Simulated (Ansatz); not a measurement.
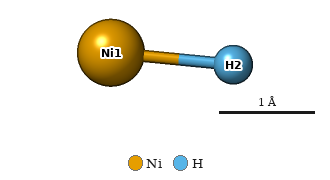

Fig. 1: The structure as given in the input (ball-and-stick view, seen at an oblique angle; atoms are numbered from 1 in the order of the input). Sticks mark near contacts. Bond lengths as drawn: H–Ni 1.30 Å.

**What a change does: single-point calculation on NiH**

System: NiH, multiplicity 2, SMILES [NiH].
Method of run A: UKS PBE0-D4/def2-QZVPP (Ansatz 0.2.0).

Text and figures count atoms from 1; the logs count them from 0 in places.

## Input file, run A
```yaml
crystal:
  periodic: [false, false, false]
  atoms:
    - { symbol: Ni, position_ang: [0.0, 0.0, 0.0] }
    - { symbol: H, position_ang: [0.0, 0.0, 1.2966] }
magnetization:
  spin_polarized: true
  initial_magnetization: 1
basis:
  gaussian: { orbitals: def2-QZVPP.json }
hamiltonian:
  xc: pbe0
  dispersion: d4
```

Command:
```bash
ansatz run input.yaml --threads 2 --pin off --max-ram 5120MiB --backend cpu --events-out ev --progress --plain --runs-dir out
```

Hardware: 2 threads of Arm Neoverse V2, 24 GiB of memory available, shared host.

## Output (run A)
```
Engine: ansatz 0.2.0, aarch64-unknown-linux-gnu
Functional definition: PBE0
  parameter a = 0.25
  parameter kappa = 0.804
  parameter beta = 0.06672455060314922
  exchange = (1 - a)*pbe_x(kappa = kappa, mu = beta*pi^2/3) + a*exact_x
  correlation = pbe_c(beta = beta)
708 factors; their error is unknown
mean field evaluation 1: about -41043.3313 eV, gradient 6.8e1 eV
mean field evaluation 2: about -40362.1217 eV, gradient 3.2e2 eV
mean field evaluation 4: about -41051.1019 eV, gradient 1.9e1 eV
mean field evaluation 8: about -41052.4214 eV, gradient 2.1e-1 eV
mean field evaluation 16: about -41052.5207 eV, gradient 1.9e-3 eV
mean field evaluation 32: about -41052.8239 eV, gradient 2.1e-5 eV
mean field -41052.82385290 eV, -1508.6634499905 hartree, gradient 1.4e-6 eV, S^2 0.759709; 2 other end points of the search recorded, 0 dependent functions left out
reference -41052.82388080 eV, -1508.6634510158 hartree; 15, 14 occupied and 115, 116 virtual orbitals, 708 factors
Total energy: -41052.83325576 eV, -1508.6637955393 hartree
```

Run B used a changed input.

## The two runs side by side

| quantity | run A | run B |
| --- | --- | --- |
| outcome | converged | converged |
| total energy (hartree) | −1508.663796 | −1508.960694 |
| ⟨S²⟩ | 0.760 | 0.759 |
| basis functions | 130 | 130 |
| wall time (shared host) | 6.4 s | 6.2 s |

What was changed in the input?

The change (lines with − go, lines with + come):
```diff
-  xc: pbe0
+  xc: { name: B3LYP }
```

The total energies belong to different methods, so their difference says nothing on which is more stable or more accurate. The functional changes from PBE0 to B3LYP.

## Output (run B)
```
Engine: ansatz 0.2.0, aarch64-unknown-linux-gnu
Functional definition: B3LYP
  parameter a0 = 0.2
  parameter ax = 0.72
  parameter ac = 0.81
  exchange = (1 - a0 - ax)*slater_x + ax*b88_x + a0*exact_x
  correlation = (1 - ac)*vwn_rpa_c + ac*lyp_c
697 factors; their error is unknown
mean field evaluation 1: about -41051.5408 eV, gradient 6.7e1 eV
mean field evaluation 2: about -40370.5163 eV, gradient 3.2e2 eV
mean field evaluation 4: about -41058.9897 eV, gradient 2.0e1 eV
mean field evaluation 8: about -41060.5077 eV, gradient 1.8e-1 eV
mean field evaluation 16: about -41060.5864 eV, gradient 1.9e-3 eV
mean field evaluation 32: about -41060.8931 eV, gradient 1.2e-5 eV
mean field -41060.89311689 eV, -1508.9599899727 hartree, gradient 1.2e-5 eV, S^2 0.758888; 2 other end points of the search recorded, 0 dependent functions left out
reference -41060.89329683 eV, -1508.9599965853 hartree; 15, 14 occupied and 115, 116 virtual orbitals, 697 factors
Total energy: -41060.91226172 eV, -1508.9606935324 hartree
```
